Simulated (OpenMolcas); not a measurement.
**Multiconfigurational calculation for Tm²⁺ complex**

System: Tm²⁺ with 6 ligands (F; octahedron, 2.178 Å), embedded in NaF by model potentials and point charges, whose field is part of the energies.
Method: state-averaged SS-CASPT2, IPEA shift 0.25, imaginary shift 0.1 hartree, closed shells 5s 5p of the metal and the valence shells of the ligands correlated, active space 13 electrons in the shell 4f, basis ANO-RCC-VDZP on the metal and ANO-RCC-VDZP on the ligands, DKH2 scalar Hamiltonian, spin-orbit coupling by RASSI with atomic mean-field integrals (OpenMolcas).

**Log (extracts)**
```
--- CASPT2 ---
Orbital specifications:
      -----------------------

      Symmetry species                           1   2
                                                ag  au
      Frozen orbitals                           17  12
      Inactive orbitals                         13  15
      Active orbitals                            0   7
      Secondary orbitals                        60  52
      Deleted orbitals                           0   0
      Number of basis functions                 90  86
Type of calculation                        SS-CASPT2
      Fock operator                              state-specific
      IPEA shift                                 0.25
      Real shift                                 0.00
      Imaginary shift                            0.10
      The input orbitals will be transformed to quasi-canonical
Reference energy:      -14154.7527394610
      E2 (Non-variational):      -2.2768874094
      Shift correction:          -0.0010888505
      E2 (Variational):          -2.2779762598
      Total energy:          -14157.0307157208
      Residual norm:              0.0000001995
      Reference weight:           0.69193
      Contributions to the CASPT2 correlation energy
      Active & Virtual Only:         -0.5683939174
      One Inactive Excited:          -0.3357172654
      Two Inactive Excited:          -1.3727762266
Reference energy:      -14154.7527394609
      E2 (Non-variational):      -2.2768758442
      Shift correction:          -0.0010888140
      E2 (Variational):          -2.2779646582
      Total energy:          -14157.0307041191
      Residual norm:              0.0000001986
      Reference weight:           0.69193
      Contributions to the CASPT2 correlation energy
      Active & Virtual Only:         -0.5683908338
      One Inactive Excited:          -0.3357088217
      Two Inactive Excited:          -1.3727761887
::    CASPT2 Root  1     Total energy: -14157.03071572
::    CASPT2 Root  2     Total energy: -14157.03070412
::    CASPT2 Root  3     Total energy: -14157.03070382
::    CASPT2 Root  4     Total energy: -14157.02729892
::    CASPT2 Root  5     Total energy: -14157.02716506
::    CASPT2 Root  6     Total energy: -14157.02729877
::    CASPT2 Root  7     Total energy: -14157.02525254
```

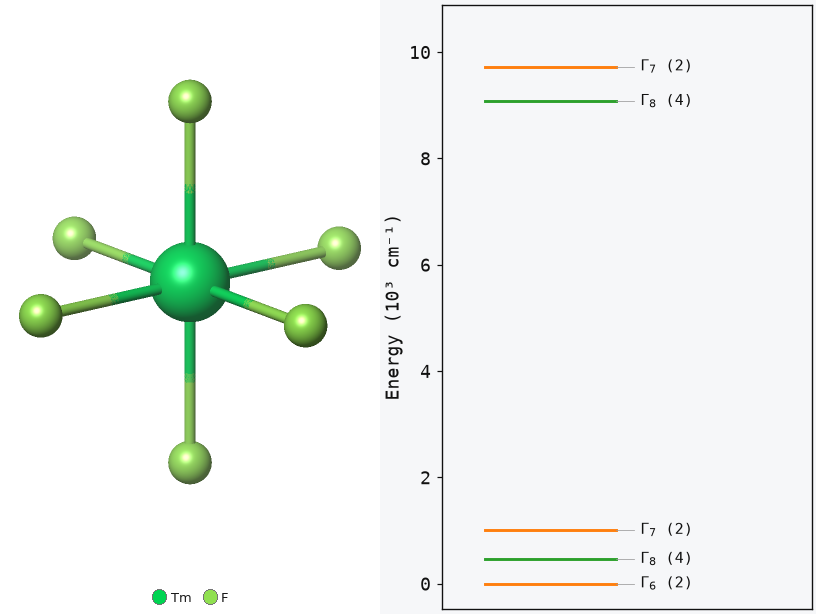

Figure 1. Tm²⁺ (4f¹³) as a dopant in NaF, a cluster with its 6 nearest F⁻ at 2.178 Å (octahedron) embedded in model potentials and point charges; the geometry was set, not optimised, and its levels. Labels give the representation in O, Td, D4 or D3 as the site allows (double group for half-integer spin) where it could be assigned and, in brackets, the degeneracy; spin-free states, where drawn, share the zero of the spin-orbit levels. The ground level is Γ₆, a Kramers doublet, 100 % from states of spin multiplicity 2, effective J = 3.50, with |mJ| = 1/2 the largest share (58 %). Its principal g values are 2.65, 2.65 and 2.65, isotropic. The next level lies at 460 cm⁻¹ (Γ₈). The lowest J multiplet spreads over 1,010 cm⁻¹.

**The input**
```
&GATEWAY
Basis set
Tm.ANO-RCC-VDZP.
Tm1 0.0 0.0 0.0 Angstrom
End of basis
Basis set
F.ANO-RCC-VDZP.
L1 2.178000 0.000000 0.000000 Angstrom
L2 0.000000 2.178000 0.000000 Angstrom
L3 0.000000 0.000000 2.178000 Angstrom
End of basis
Basis set
Na.EMB-AIMP.Seijo.6s3p.1s1p.ECP.NaF.
PseudoCharge
* 3 symmetry-unique lattice sites within 7.6 angstrom
End of basis
Basis set
Na.EMB-AIMP.Seijo.0s.0s.ECP.NaF.
PseudoCharge
* 36 symmetry-unique lattice sites within 7.6 angstrom
End of basis
Basis set
F.EMB-AIMP.Seijo.0s.0s.ECP.NaF.
PseudoCharge
* 31 symmetry-unique lattice sites within 7.6 angstrom
End of basis
Symmetry
XYZ
AngMom=0.0 0.0 0.0
AMFI
RICD
XField
1025 Angstrom 0
* Evjen-weighted lattice charges
&SEWARD
&RASSCF
FileOrb=start.orb
Symmetry=2
Spin=2
nActEl=13 0 0
Inactive=30 27
Ras2=0 7
CIRoot=7 7 1
SDav=7
CIMx=300
Iter=150 100
PrWF=0.3
OrbListing=Nothing
MaxOrb=0
LevShft=1.0
>>> COPY $Project.JobIph JOB001
&RASSI
NrOfJobIphs=1 7
1 2 3 4 5 6 7
IphNames
JOB001
EJob
SpinOrbit
DIPRint=1.0
SOCoupling=1000.0
Subsets=2
Property=9
'ANGMOM' 1 'ANGMOM' 2 'ANGMOM' 3 'MLTPL  1' 1 'MLTPL  1' 2 'MLTPL  1' 3
'AMFI' 1 'AMFI' 2 'AMFI' 3
SOProperty=3
'ANGMOM' 1 'ANGMOM' 2 'ANGMOM' 3
>>> COPY JOB001 $Project.JobIph
&CASPT2
Multistate=7 1 2 3 4 5 6 7
NoMult
Frozen=17 12
IPEA=0.25
Imaginary=0.1
MaxIter=60
WThr=0.0 0.3 0.05
PrWF=0.5
NoMix
```

The file start.orb holds starting orbitals from an earlier step. A driver script formed the levels outside the program, from RASSI's spin-orbit matrix and the CASPT2 energies (for multi-state variants, the effective Hamiltonian), averaged over the components of each term or state. The log and the time are those of the CASPT2 step.

Launched with:
```bash
OMP_NUM_THREADS=1 MOLCAS_MEM=2457 MOLCAS_PROJECT=a pymolcas a.inp > a.log  # once for each step of the input, in one work folder
```

**Results in brief**

| quantity | value |
| --- | --- |
| outcome | converged |
| energy of the lowest spin-free term | −14157.03071 hartree |
| energy of the lowest spin-orbit level | −14157.04784 hartree |
| CASPT2 correlation energy | −2.2780 hartree |
| largest spread among components of a term | 29.4 cm⁻¹ |
| lowest reference weight | 0.692 |
| hardware | 1 thread of Arm Neoverse V1, 24 GiB of memory available, shared host |
| wall time | 43 s |
| peak memory | 0.6 GiB |

**Notes**

Limits: the geometry is set by hand, with no relaxation.
